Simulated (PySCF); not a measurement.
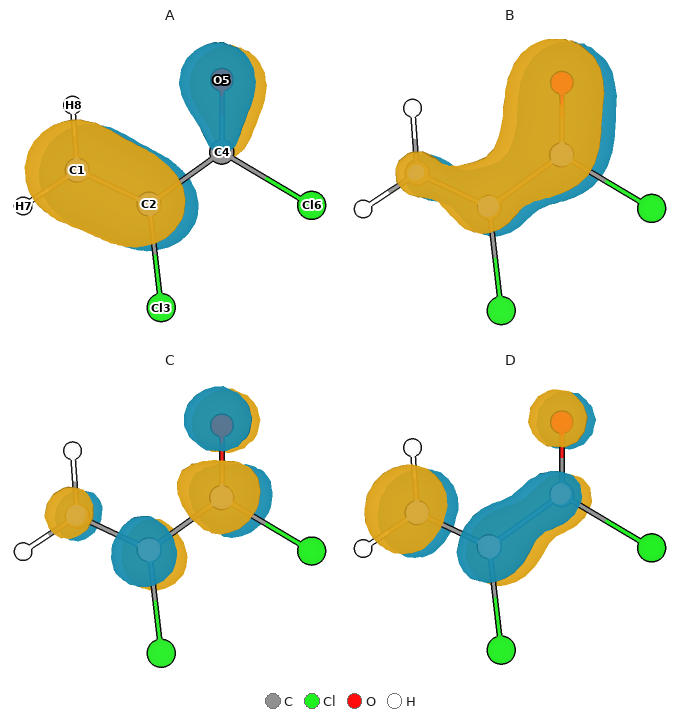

C3H2Cl2O, SMILES `C=C(Cl)C(=O)Cl`. Natural orbitals of the π active space, CASSCF(4,4), singlet state, in random order.

Level of theory: 6-31+G* basis (PySCF), at a geometry from GFN2-xTB. No frequency check shows the geometry to be a minimum. GFN2-xTB bond lengths at metals and heavier atoms can be off by up to 0.1 Å and shapes distorted, which carries into these values.

Coordinates in Å:

```
C1       1.5641   -1.5453    0.0000
C2       0.7713   -0.4747    0.0000
Cl3      1.3981    1.1248    0.0000
C4      -0.6985   -0.6479    0.0000
O5      -1.2616   -1.6961    0.0000
Cl6     -1.6036    0.8497    0.0000
H7       2.6361   -1.4618    0.0000
H8       1.1278   -2.5295    0.0000
```

Which orbitals are strongly, which singly and which weakly occupied?

Strongly: B (1.94), A (1.90). Weakly: D (0.10), C (0.06). Broadly, orbitals with more nodes between bonded atoms hold fewer electrons.

How multiconfigurational is the state?

The leading determinant weighs 0.92; the effective number of unpaired electrons, Σ n²(2−n)², is 0.10; the most occupied of the weakly occupied orbitals holds 0.10 e, as in an ordinary closed-shell π system. The active space lowers the energy by 1.60 eV against Hartree–Fock.

Where does the lowest triplet lie relative to the singlet, at this geometry and within this active space?

3.75 eV above it by strongly contracted NEVPT2 (+3.74 eV by CASSCF); a small basis tends to put such gaps a few tenths of an eV too high. This is a vertical energy for π states alone; a state that uses lone pairs or σ orbitals may lie lower.

Cost of the run: 41 s on 1 thread of Intel(R) Xeon(R) Platinum 8375C CPU @ 2.90GHz (Ice Lake) (shared host), peak memory 0.37 GiB.
